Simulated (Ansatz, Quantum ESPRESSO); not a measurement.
**MgS (F-43m): from Born charge to LO-TO splitting**

Wanted: the LO mode of MgS (F-43m) from the TO mode and the field response.

Main program and level: Quantum ESPRESSO 8.0 development, patched; DFT LDA, scalar-relativistic, plane waves, PseudoDojo norm-conserving pseudopotentials.

**1. The relaxed structure**

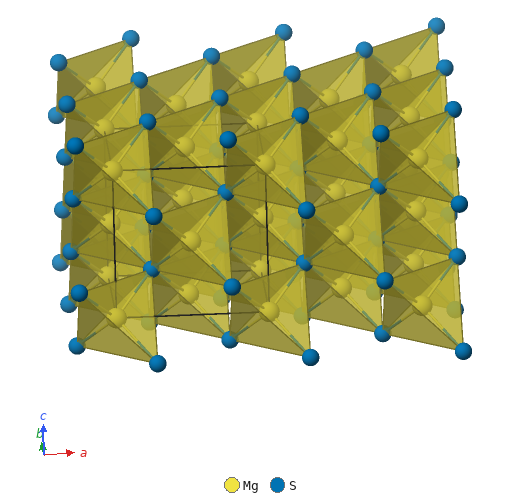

Start, viewed slightly off an axis; magnesium yellow, sulfur blue. 2×2×1 cells are drawn. This picture shows the conventional cell, with its axes. Some periodic images of atoms are drawn too.

Structure file:

```cif
data_structure
_symmetry_space_group_name_H-M 'P 1'
_symmetry_Int_Tables_number 1
_cell_length_a 3.9573
_cell_length_b 3.9573
_cell_length_c 3.9573
_cell_angle_alpha 60.000
_cell_angle_beta 60.000
_cell_angle_gamma 60.000
_cell_volume 43.82
loop_
_atom_site_label
_atom_site_type_symbol
_atom_site_fract_x
_atom_site_fract_y
_atom_site_fract_z
_atom_site_occupancy
Mg1 Mg 0.00000 0.00000 0.00000 1
S2 S 0.75000 0.75000 0.75000 1
```

This is the cell after its relaxation at this level of theory, not the database cell from which that began.

**2. What the response run gave**

A linear-response run on the relaxed cell, with the response to an electric field; only its zone-centre results are used. Cutoff 84 Ry, k mesh 8×8×8.

Log:

```text
[banners, grids, parts of the stress and lines that vanish by symmetry left out]
Program PHONON v.8.0dev
     Dynamical matrices for q-points given in input
     (   1q-points):
[...]
Exchange-correlation= PW
                           (   1   4   0   0   0   0   0)
[...]
kinetic-energy cut-off    =      84.0000  Ry
     charge density cut-off    =     336.0000  Ry
     convergence threshold     =      1.0E-18
[...]
Exchange-correlation= PW
                           (   1   4   0   0   0   0   0)
[...]
q = (   0.0000000   0.0000000   0.0000000 )
     25 Sym.Ops. (with q -> -q+G )
     G cutoff =  951.9364  (  30731 G-vectors)     FFT grid: ( 45, 45, 45)
     number of k points=    29
[...]
Mode symmetry, T_d (-43m)  point group:
[...]
Dielectric constant
[...]
End of electric fields calculation
          Dielectric constant in cartesian axis
          (       4.209418658       0.000000000       0.000000000 )
          (       0.000000000       4.209418658       0.000000000 )
          (       0.000000000       0.000000000       4.209418658 )
          Effective charges (d Force / dE) in cartesian axis without acoustic sum rule applied (asr)
           atom    1  Mg    Mean Z*:        1.87417
      Ex  (        1.87417       -0.00000        0.00000 )
      Ey  (       -0.00000        1.87417       -0.00000 )
      Ez  (        0.00000       -0.00000        1.87417 )
           atom    2  S     Mean Z*:       -1.87595
      Ex  (       -1.87595        0.00000       -0.00000 )
      Ey  (       -0.00000       -1.87595       -0.00000 )
      Ez  (       -0.00000       -0.00000       -1.87595 )
          Effective charges Sum: Mean:       -0.00177
[...]
Effective charges (d Force / dE) in cartesian axis with asr applied:
           atom    1  Mg    Mean Z*:        1.87506
[...]
atom    2  S     Mean Z*:       -1.87506
[...]
Dielectric constant from finite-differences
          (       4.209477912      -0.000000000       0.000000000 )
          (       0.000000000       4.209477912      -0.000000000 )
          (       0.000000000      -0.000000000       4.209477912 )
[...]
(       0.000000000      -0.000000000      -0.000000000 )
          (      -0.000000000      -0.000000000       3.122965719 )
          (      -0.000000000       3.122965719       0.000000000 )
          (      -0.000000000      -0.000000000       3.122965719 )
          (      -0.000000000       0.000000000      -0.000000000 )
          (       3.122965719      -0.000000000       0.000000000 )
          (       0.000000000       3.122965719      -0.000000000 )
          (       3.122965719       0.000000000      -0.000000000 )
[...]
(       0.000000000       0.000000000       0.000000000 )
          (       0.194077068      -0.000000000       0.000000000 )
          (      -0.000000000       0.194077068       0.000000000 )
          (       0.194077068      -0.000000000       0.000000000 )
          (      -0.000000000      -0.000000000       0.000000000 )
[...]
Representation #   1 modes #   1   2   3
[...]
End of self-consistent calculation
     Convergence has been achieved
     Representation #   2 modes #   4   5   6
[...]
End of self-consistent calculation
     Convergence has been achieved
[...]
Dielectric constant in cartesian axis
          (       4.209418658       0.000000000       0.000000000 )
          (       0.000000000       4.209418658       0.000000000 )
          (       0.000000000       0.000000000       4.209418658 )
          Effective charges (d Force / dE) in cartesian axis without acoustic sum rule applied (asr)
           atom    1  Mg    Mean Z*:        1.87417
      Ex  (        1.87417       -0.00000        0.00000 )
      Ey  (       -0.00000        1.87417       -0.00000 )
      Ez  (        0.00000       -0.00000        1.87417 )
           atom    2  S     Mean Z*:       -1.87595
      Ex  (       -1.87595        0.00000       -0.00000 )
      Ey  (       -0.00000       -1.87595       -0.00000 )
      Ez  (       -0.00000       -0.00000       -1.87595 )
          Effective charges Sum: Mean:       -0.00177
[...]
Effective charges (d Force / dE) in cartesian axis with asr applied:
           atom    1  Mg    Mean Z*:        1.87506
[...]
atom    2  S     Mean Z*:       -1.87506
[...]
q = (    0.000000000   0.000000000   0.000000000 )
[...]
freq (    1) =       0.112165 [THz] =       3.741435 [cm-1]
     freq (    2) =       0.112165 [THz] =       3.741435 [cm-1]
     freq (    3) =       0.112165 [THz] =       3.741435 [cm-1]
     freq (    4) =      10.291872 [THz] =     343.299909 [cm-1]
     freq (    5) =      10.291872 [THz] =     343.299909 [cm-1]
     freq (    6) =      10.291872 [THz] =     343.299909 [cm-1]
[...]
Mode symmetry, T_d (-43m)  point group:
     freq (   1-   3) =          3.7  [cm-1]   --> T_2  G_15 P_4   I+R
     freq (   4-   6) =        343.3  [cm-1]   --> T_2  G_15 P_4   I+R

   JOB DONE.
```

```tsv
quantity	value
cell volume Ω (Å³)	43.821
mass of Mg (u)	24.305
mass of S (u)	32.060
Born charge of Mg, raw (e)	1.874
Born charge of S, raw (e)	-1.876
ε∞	4.209
ω(TO) after the sum rule (cm⁻¹)	343.3
```

**3. The calculation**

The charges must sum to zero over the cell; taking off their mean, -0.001 e, leaves Z* = 1.875 e on Mg. In the polar mode Mg moves against S, so the reduced mass is μ = 24.30 × 32.06 / 56.37 = 13.825 u.

A longitudinal wave builds up a field that adds to the restoring force: ω(LO)² = ω(TO)² + 4π Z*² / (μ Ω ε∞), in Hartree atomic units. With μ = 25201 electron masses and Ω = 295.72 bohr³ the second term is 1.4085e-06 Ha², or 67845 cm⁻² (1 Ha = 219474.6 cm⁻¹).

So ω(LO) = √(117834 + 67845) = 430.9 cm⁻¹, and by the Lyddane-Sachs-Teller relation ε₀ = ε∞ (ω(LO)/ω(TO))² = 6.63.

**4. Check against the program**

The analysis program adds the same non-analytic term to the full matrix, here for q along (1 0 0).

Log:

```text
[banner, memory and clock lines left out]
Program DYNMAT v.8.0dev

     Reading Dynamical Matrix from file g.dyn
     ...Force constants read
     ...epsilon and Z* read
     ...Raman cross sections read

     Polarizability (A^3 units)
     multiply by 0.483137 for Clausius-Mossotti correction (not under assume_isolated = 'mt')
        11.191866    0.000000    0.000000
         0.000000   11.191866    0.000000
         0.000000    0.000000   11.191866

     IR activities are in (D/A)^2/amu units
     Raman activities are in A^4/amu units
     multiply Raman by 0.054486 for Clausius-Mossotti correction (not under assume_isolated = 'mt')

# mode   [cm-1]    [THz]      IR          Raman   depol.fact
    1     -0.00   -0.0000    0.0000         0.0000    0.7500
    2     -0.00   -0.0000    0.0000         0.0000    0.7500
    3      0.00    0.0000    0.0000         0.0000    0.7500
    4    343.27   10.2911    5.8675         2.4813    0.7500
    5    343.27   10.2911    5.8675         2.4813    0.7500
    6    430.90   12.9182    5.8675         2.4813    0.7500
```

ε₀ comes from the program's run without a direction of q.

```tsv
quantity	by hand	program
ω(LO) (cm⁻¹)	430.9	430.9
ε₀	6.63	6.63
```

**5. Summary of results**

```yaml
to_mode: 343.3 cm⁻¹
lo_mode: 430.9 cm⁻¹
static_dielectric_constant: 6.633
```

The LO mode of MgS (F-43m) lies at 431 cm⁻¹, 88 cm⁻¹ above the TO mode; the formula meets the program within 0.1 cm⁻¹, as it must for a cubic crystal with one polar mode. ω(LO)² − ω(TO)² goes with Z*²/ε∞: an error of 5 % in ε∞ would move the LO mode by 3.8 cm⁻¹, and semilocal functionals tend to overestimate ε∞. These are harmonic values at zero temperature, at the volume of this functional, for the structure held cubic; stability elsewhere in the zone is no part of this calculation.

[Host names and launcher messages were left out of these logs when they were recorded.]

[Logs are printed without paths, hosts, clocks, repeated set-up lines and the standing remarks that a program may print on its own settings, such as how far it seeks lower states.]

[Hosts, paths, dates, database ids (printed as entryN), source tags and the programs' standing remarks are cut or masked in the printed files.]
